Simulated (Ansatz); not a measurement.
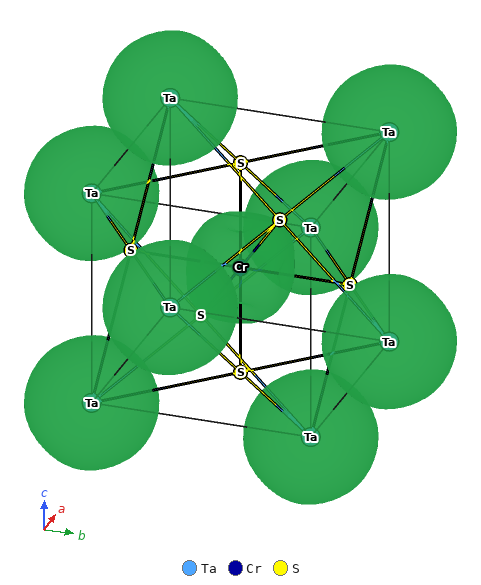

*TaCrS3. Isosurface of the spin density at +0.08 e/Å³ (green), seen at an oblique angle. Sticks mark near contacts.*

Space group Pm-3m; started from the cubic perovskite_221 prototype, which need not be the ambient phase; spin-polarised.

Method: DFT PBE, scalar-relativistic, plane waves, PAW in Ansatz.

Core electrons are frozen (PAW), and the valence fields are smoothed inside the atomic spheres.

Describe the spin distribution.

The spin density sits on Ta: +1.8 μB; Cr: +2.3 μB in one cell of 5 atoms, with smaller moments on other sites: S (up to −0.09 μB): parallel main moments (a ferromagnetic arrangement) in this solution. The cell of the calculation (5 atoms) carries 4.6 μB of net spin moment.
